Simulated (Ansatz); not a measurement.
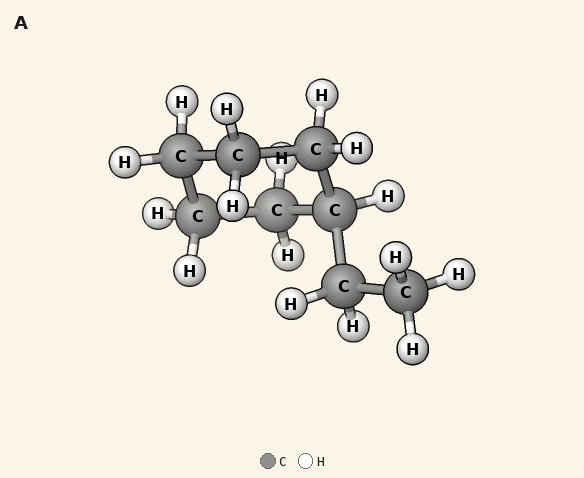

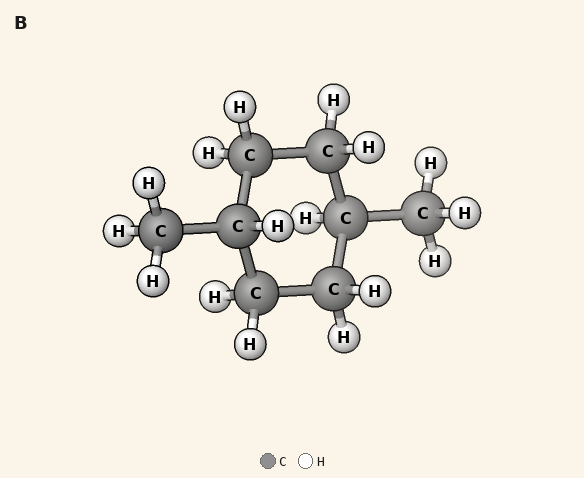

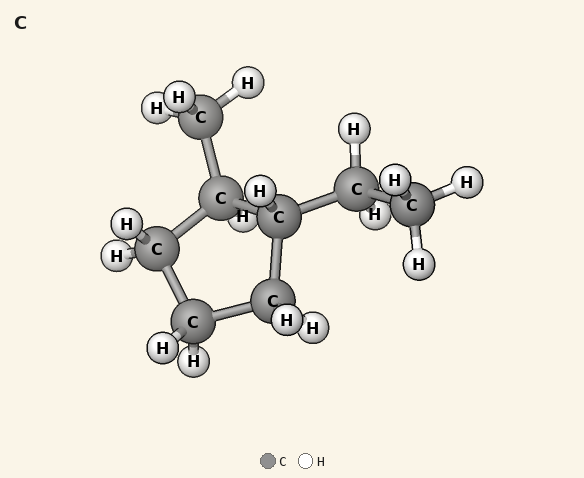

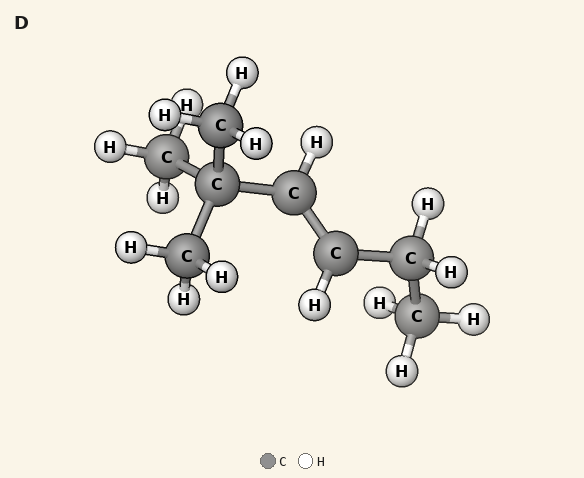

4 stationary structures of one formula. Geometries: PBE-D4/def2-SVP. Electronic energies: PBE-D4/def2-SVP (Ansatz 0.2.0), without zero-point energy. No frequency run is at hand to confirm each as a minimum. Each is one conformer, not always the lowest.

Rank them by energy, lowest first.

Answer. B is lowest; A lies 3.6 kcal/mol above it, C lies 7.2 kcal/mol above it, D lies 23.6 kcal/mol above it. A is `CCC1CCCCC1`, B is `C[C@H]1CC[C@H](C)CC1`, C is `CC[C@@H]1CCC[C@H]1C`, D is `CC/C=C/C(C)(C)C`.
